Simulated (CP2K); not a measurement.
# A workflow on ZrO (SMILES [O][Zr])

Aim: a series of 8 runs (BLYP/TZV2P-MOLOPT-PBE-GTH, UBLYP/TZV2P-MOLOPT-PBE-GTH) of OZr. The setting varied is the vacuum round the molecule. 

The results are computed with CP2K 2026.2.

6 further runs of the same task are left out: 6 set aside as unsound or not needed.

**1. Starting point**

The species is ZrO (2 atoms), meant as a singlet with charge 0. As SMILES, `[O][Zr]`. Geometry: the measured bond length.

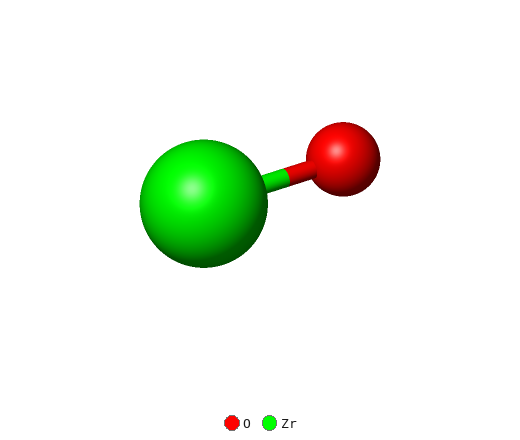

The structure, seen from a chosen angle (oxygen red, zirconium green).

**2. Energy and gradient at BLYP/TZV2P-MOLOPT-PBE-GTH (core potential) (run 1)**

Input file qs.inp:

```
&GLOBAL
  PROJECT qs
  RUN_TYPE ENERGY_FORCE
  PRINT_LEVEL MEDIUM
&END

&FORCE_EVAL
  METHOD QUICKSTEP
  &DFT
    BASIS_SET_FILE_NAME BASIS_MOLOPT_UZH
    POTENTIAL_FILE_NAME POTENTIAL_UZH
    ! Quickstep
    &QS
      METHOD GPW
      EPS_DEFAULT 1.0E-10
    &END
    ! plane-wave cutoff in Ry
    &MGRID
      CUTOFF 400
      REL_CUTOFF 50
      NGRIDS 4
    &END
    ! no periodic images
    &POISSON
      PERIODIC NONE
      POISSON_SOLVER MULTIPOLE
    &END
    ! SCF settings
    &SCF
      SCF_GUESS ATOMIC
      EPS_SCF 1.0E-06
      MAX_SCF 30
      &OT
        MINIMIZER CG
        PRECONDITIONER FULL_ALL
      &END
      &OUTER_SCF
        EPS_SCF 1.0E-06
        MAX_SCF 8
      &END
    &END
    &XC
      &XC_FUNCTIONAL BLYP
      &END
    &END
    &PRINT
      &MOMENTS
        PERIODIC F
        REFERENCE COM
        MAX_MOMENT 1
      &END
      &MO_CUBES
        NLUMO 3
        NHOMO -1
        WRITE_CUBE F
      &END
      &HIRSHFELD OFF
      &END
    &END
  &END
  &SUBSYS
    &CELL
      ABC 6 6 7.7
      PERIODIC NONE
    &END
    &COORD
      O      0.000000     0.000000     0.000000
      Zr     0.000000     0.000000     1.711600
    &END
    &TOPOLOGY
      &CENTER_COORDINATES
      &END
    &END
    &KIND O
      BASIS_SET TZV2P-MOLOPT-PBE-GTH-q6
      POTENTIAL GTH-PBE-q6
    &END
    &KIND Zr
      BASIS_SET TZV2P-MOLOPT-PBE-GTH-q12
      POTENTIAL GTH-PBE-q12
    &END
  &END
  ! extra output
  &PRINT
    &FORCES ON
    &END
  &END
&END
```

Run with:

```sh
$ OMP_NUM_THREADS=2 cp2k.psmp qs.inp > qs.out
```

The program printed:

```text
CP2K| version string:                                       CP2K version 2026.2
[...]
 GLOBAL| Method name                                                        CP2K
[...]
 GLOBAL| Run type                                                   ENERGY_FORCE
[...]
 DFT| Spin restricted Kohn-Sham (RKS) calculation                            RKS
 DFT| Multiplicity                                                             1
[...]
 DFT| Charge                                                                   0
[...]
 FUNCTIONAL| BECKE88:
 FUNCTIONAL| LYP:
 QS| Method:                                                                 GPW
[...]
 QS| Density cutoff [a.u.]:                                                200.0
[...]
 QS| Relative density cutoff [a.u.]:                                        25.0
[...]
                             - Atoms:                                          2
[...]
                             - Spherical basis functions:                     71
[...]
 Number of electrons:                                                         18
[...]
     1 OT CG       0.15E+00    0.2     0.14734070       -61.2555436574 -6.13E+01
[...]
     3 OT CG       0.84E-01    0.2     0.00000059       -62.5279228199 -8.80E-11
  *** SCF run converged in     3 steps ***
[...]
  Overlap energy of the core charge distribution:               0.00000003538172
  Self energy of the core charge distribution:               -126.71192675922858
  Core Hamiltonian energy:                                     30.56630189086388
  Hartree energy:                                              42.75116963909424
  Exchange-correlation energy:                                 -9.13346762601520
  Total energy:                                               -62.52792281990394
[...]
 ENERGY| Total FORCE_EVAL ( QS ) energy [hartree]            -62.527922819916427
[...]
```

It took 13 s on 2 threads of AMD EPYC 9B14 (Zen 4), shared host; peak memory 0.4 GiB.

**3. The doublet cation: energy and forces at UBLYP/TZV2P-MOLOPT-PBE-GTH (core potential) (run 2)**

Input file run.inp:

```
&global
   project run
   run_type ENERGY_FORCE
   print_level MEDIUM
&end global

&force_eval
   method Quickstep
   &dft
      basis_set_file_name BASIS_MOLOPT_UZH
      potential_file_name POTENTIAL_UZH
      charge 1
      multiplicity 2
      lsd T
      &qs
         method GPW
         eps_default 1.0E-10
      &end qs
      &mgrid
         cutoff 400
         rel_cutoff 50
         ngrids 4
      &end mgrid
      &poisson
         periodic NONE
         poisson_solver MULTIPOLE
      &end poisson
      &scf
         scf_guess ATOMIC
         eps_scf 1.0E-06
         max_scf 40
         &ot ON
            minimizer DIIS
            preconditioner FULL_ALL
         &end ot
         &outer_scf
            eps_scf 1.0E-06
            max_scf 8
         &end outer_scf
      &end scf
      &xc
         &xc_functional BLYP
         &end xc_functional
      &end xc
      &print
         &moments
            periodic F
            reference COM
            max_moment 1
         &end moments
         &mo_cubes
            nlumo 3
            nhomo -1
            write_cube F
         &end mo_cubes
         &hirshfeld OFF
         &end hirshfeld
      &end print
   &end dft
   &subsys
      &cell
         abc [angstrom] 6 6 7.7
         periodic NONE
      &end cell
      &coord
         O      0.000000     0.000000     0.000000
         Zr     0.000000     0.000000     1.711600
      &end coord
      &topology
         &center_coordinates
         &end center_coordinates
      &end topology
      &kind O
         basis_set TZV2P-MOLOPT-PBE-GTH-q6
         potential GTH-PBE-q6
      &end kind
      &kind Zr
         basis_set TZV2P-MOLOPT-PBE-GTH-q12
         potential GTH-PBE-q12
      &end kind
   &end subsys
   &print
      &forces ON
      &end forces
   &end print
&end force_eval
```

Run with:

```sh
$ OMP_NUM_THREADS=2 cp2k.psmp -i run.inp -o run.out
```

The program printed:

```text
CP2K| version string:                                       CP2K version 2026.2
[...]
 GLOBAL| Method name                                                        CP2K
[...]
 GLOBAL| Run type                                                   ENERGY_FORCE
[...]
 DFT| Spin unrestricted (spin-polarized) Kohn-Sham calculation               UKS
 DFT| Multiplicity                                                             2
[...]
 DFT| Charge                                                                   1
[...]
 FUNCTIONAL| BECKE88:
 FUNCTIONAL| LYP:
 QS| Method:                                                                 GPW
[...]
 QS| Density cutoff [a.u.]:                                                200.0
[...]
 QS| Relative density cutoff [a.u.]:                                        25.0
[...]
                             - Atoms:                                          2
[...]
                             - Spherical basis functions:                     71
[...]
 Number of electrons:                                                          9
[...]
     1 OT DIIS     0.15E+00    0.4     0.08028378       -60.8522305908 -6.09E+01
[...]
    21 OT DIIS     0.15E+00    0.4     0.00000046       -62.2847282308 -1.45E-08
  *** SCF run converged in    21 steps ***
[...]
  Overlap energy of the core charge distribution:               0.00000003538172
  Self energy of the core charge distribution:               -126.71192675922858
  Core Hamiltonian energy:                                     30.77796552843207
  Hartree energy:                                              42.75839053370248
  Exchange-correlation energy:                                 -9.10915756908816
  Total energy:                                               -62.28472823080048
[...]
 ENERGY| Total FORCE_EVAL ( QS ) energy [hartree]            -62.284728231815372
[...]
```

Run time: 28 s. Hardware: 2 threads of AMD EPYC 9B14 (Zen 4), shared host; peak memory 0.46 GiB.

Runs 3 to 7 aren't shown in full; the table further down has their settings and results.

**4. The doublet cation: energy and forces at UBLYP/TZV2P-MOLOPT-PBE-GTH (core potential) (run 8)**

Input file job.inp:

```
&GLOBAL
  PROJECT_NAME job
  RUN_TYPE ENERGY_FORCE
  PRINT_LEVEL MEDIUM
&END

&FORCE_EVAL
  METHOD Quickstep
  &DFT
    BASIS_SET_FILE_NAME BASIS_MOLOPT_UZH
    POTENTIAL_FILE_NAME POTENTIAL_UZH
    CHARGE 1
    MULTIPLICITY 2
    UKS T
    &QS
      METHOD GPW
      EPS_DEFAULT 1.0E-10
    &END
    &MGRID
      CUTOFF 400
      REL_CUTOFF 50
      NGRIDS 4
    &END
    &POISSON
      PERIODIC NONE
      POISSON_SOLVER MULTIPOLE
    &END
    &SCF
      SCF_GUESS ATOMIC
      EPS_SCF 1.0E-06
      MAX_SCF 40
      &OT
        MINIMIZER DIIS
        PRECONDITIONER FULL_ALL
      &END
      &OUTER_SCF
        EPS_SCF 1.0E-06
        MAX_SCF 8
      &END
    &END
    &XC
      &XC_FUNCTIONAL BLYP
      &END
    &END
    &PRINT
      &MOMENTS
        PERIODIC F
        REFERENCE COM
        MAX_MOMENT 1
      &END
      &MO_CUBES
        NLUMO 3
        NHOMO -1
        WRITE_CUBE F
      &END
      &HIRSHFELD OFF
      &END
    &END
  &END
  &SUBSYS
    &CELL
      ABC 12 12 13.7
      PERIODIC NONE
    &END
    &COORD
      O      0.000000     0.000000     0.000000
      Zr     0.000000     0.000000     1.711600
    &END
    &TOPOLOGY
      &CENTER_COORDINATES
      &END
    &END
    &KIND O
      BASIS_SET TZV2P-MOLOPT-PBE-GTH-q6
      POTENTIAL GTH-PBE-q6
    &END
    &KIND Zr
      BASIS_SET TZV2P-MOLOPT-PBE-GTH-q12
      POTENTIAL GTH-PBE-q12
    &END
  &END
  &PRINT
    &FORCES ON
    &END
  &END
&END
```

Run with:

```sh
$ OMP_NUM_THREADS=2 cp2k.psmp -i job.inp > job.out 2>&1
```

The program printed:

```text
CP2K| version string:                                       CP2K version 2026.2
[...]
 GLOBAL| Method name                                                        CP2K
[...]
 GLOBAL| Run type                                                   ENERGY_FORCE
[...]
 DFT| Spin unrestricted (spin-polarized) Kohn-Sham calculation               UKS
 DFT| Multiplicity                                                             2
[...]
 DFT| Charge                                                                   1
[...]
 FUNCTIONAL| BECKE88:
 FUNCTIONAL| LYP:
 QS| Method:                                                                 GPW
[...]
 QS| Density cutoff [a.u.]:                                                200.0
[...]
 QS| Relative density cutoff [a.u.]:                                        25.0
[...]
                             - Atoms:                                          2
[...]
                             - Spherical basis functions:                     71
[...]
 Number of electrons:                                                          9
[...]
     1 OT DIIS     0.15E+00    3.6     0.08041253       -60.8391358096 -6.08E+01
[...]
    12 OT DIIS     0.15E+00    4.2     0.00000090       -62.2816076821 -5.99E-10
  *** SCF run converged in    12 steps ***
[...]
  Overlap energy of the core charge distribution:               0.00000003538172
  Self energy of the core charge distribution:               -126.71192675922858
  Core Hamiltonian energy:                                     30.79748075592764
  Hartree energy:                                              42.74808238500896
  Exchange-correlation energy:                                 -9.11524409922888
  Total energy:                                               -62.28160768213913
[...]
 ENERGY| Total FORCE_EVAL ( QS ) energy [hartree]            -62.281607682389513
[...]
```

Run time: 3.7 min. Hardware: 2 threads of AMD EPYC 9B14 (Zen 4), shared host; peak memory 2.2 GiB.

**5. All runs side by side**

```csv
run,level,vacuum round the molecule,iteration cap,partner,energy (Eh),HOMO energy (eV),LUMO energy (eV),wall time
1,BLYP/TZV2P-MOLOPT-PBE-GTH (core potential),3,30,base,-62.527923,-3.93,-3.69,13 s
2,UBLYP/TZV2P-MOLOPT-PBE-GTH (core potential),3,40,cation,-62.284728,-9.81,-9.57,28 s
3,BLYP/TZV2P-MOLOPT-PBE-GTH (core potential),3.5,30,base,-62.527318,-4.08,-3.85,17 s
4,UBLYP/TZV2P-MOLOPT-PBE-GTH (core potential),3.5,40,cation,-62.283314,-9.78,-9.51,40 s
5,BLYP/TZV2P-MOLOPT-PBE-GTH (core potential),4.5,30,base,-62.528105,-4.25,-4.01,56 s
6,UBLYP/TZV2P-MOLOPT-PBE-GTH (core potential),4.5,40,cation,-62.282292,-9.77,-9.47,2.6 min
7,BLYP/TZV2P-MOLOPT-PBE-GTH (core potential),6,30,base,-62.528394,-4.34,-4.10,1.8 min
8,UBLYP/TZV2P-MOLOPT-PBE-GTH (core potential),6,40,cation,-62.281608,-9.76,-9.45,3.7 min
```

Convergence of the total energy of singlet ZrO with the vacuum round the molecule, against the last point:

```csv
vacuum round the molecule,from the last (mEh),wall time
3 Å,+0.471,13 s
3.5 Å,+1.076,17 s
4.5 Å,+0.289,56 s
6 Å,+0.000,1.8 min
```

Convergence of the dipole moment of singlet ZrO with the vacuum round the molecule, against the last point:

```csv
vacuum round the molecule,from the last (D),wall time
3 Å,+0.1294,13 s
3.5 Å,+0.0431,17 s
4.5 Å,+0.0031,56 s
6 Å,+0.0000,1.8 min
```

**6. Summary of results**

```
                                                                                 quantity         value
                                                      doublet cation, run 8: total energy  -62.28161 Eh
                                doublet cation, run 8: HOMO energy (highest over α and β)      -9.76 eV
                                 doublet cation, run 8: LUMO energy (lowest over α and β)      -9.45 eV
                                                              doublet cation, run 8: ⟨S²⟩         0.754
  vertical ionisation energy (to the doublet cation) (run 1, vacuum round the molecule 3)      6.618 eV
vertical ionisation energy (to the doublet cation) (run 3, vacuum round the molecule 3.5)      6.640 eV
vertical ionisation energy (to the doublet cation) (run 5, vacuum round the molecule 4.5)      6.689 eV
  vertical ionisation energy (to the doublet cation) (run 7, vacuum round the molecule 6)      6.715 eV
```

**Reading.** For the total energy of singlet ZrO to stay within 1 mEh of the last point, 4.5 Å is the first point of the series from which all later ones do (56 s against 1.8 min). For the dipole moment of singlet ZrO to stay within 0.1 D of the last point, 3.5 Å is the first point of the series from which all later ones do (17 s against 1.8 min). For the dipole moment of singlet ZrO to stay within 0.02 D of the last point, 4.5 Å is the first point of the series from which all later ones do (56 s against 1.8 min). All runs together took 11 min, the longest 3.7 min.
